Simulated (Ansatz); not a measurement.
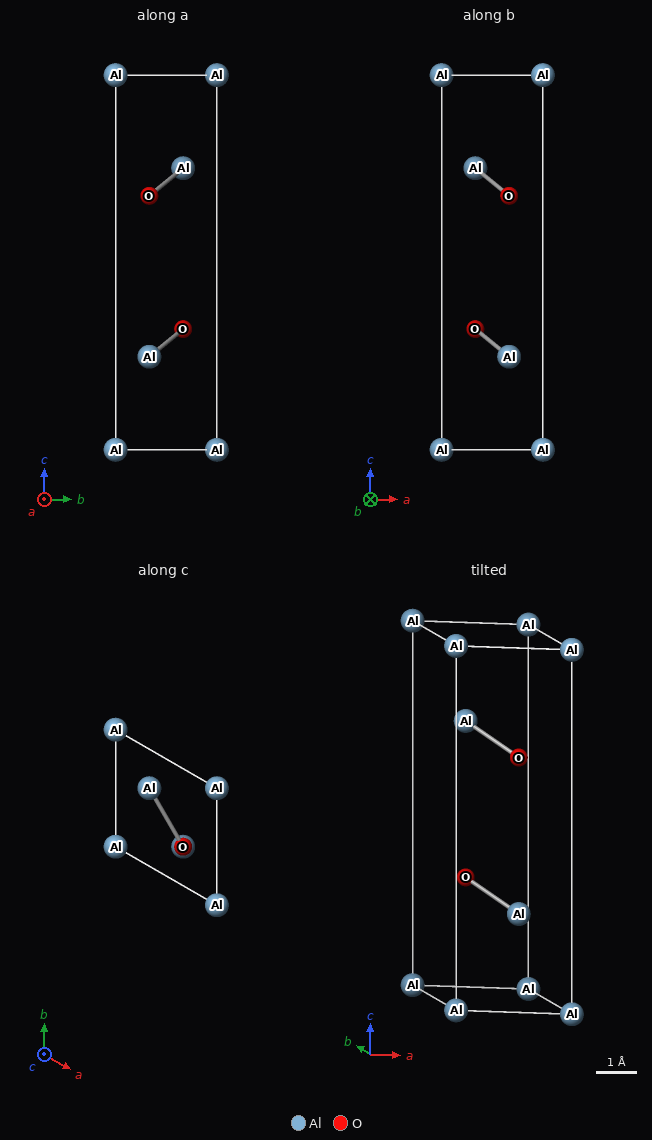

The image is a ball-and-stick drawing of a crystal, viewed along the a axis, along the b axis, along the c axis and slightly off an axis. The parallelepiped is the conventional unit cell.

Lattice parameters: a = 2.9334 Å, b = 2.9334 Å, c = 9.3929 Å, α = 90.000°, β = 90.000°, γ = 120.000°.

Question: Express the structure as a CIF with its space group and independent sites, with free fractional coordinates to two decimals.

Answer:
```cif
data_structure
_symmetry_space_group_name_H-M 'P -3 m 1'
_symmetry_Int_Tables_number 164
_cell_length_a 2.9334
_cell_length_b 2.9334
_cell_length_c 9.3929
_cell_angle_alpha 90.000
_cell_angle_beta 90.000
_cell_angle_gamma 120.000
_cell_volume 70.00
loop_
_atom_site_label
_atom_site_type_symbol
_atom_site_symmetry_multiplicity
_atom_site_Wyckoff_symbol
_atom_site_fract_x
_atom_site_fract_y
_atom_site_fract_z
_atom_site_occupancy
Al1 Al 2 d 0.3333 0.6667 0.75 1
Al2 Al 1 a 0.00 0.00 0.00 1
O1 O 2 d 0.6667 0.3333 0.68 1
```

The initial geometry was a structure type filled with these elements by a generator (whether the compound takes this form wasn't checked). Earlier steps of the study may have refined or changed the cell and positions. It was run through Ansatz as a DFT input.
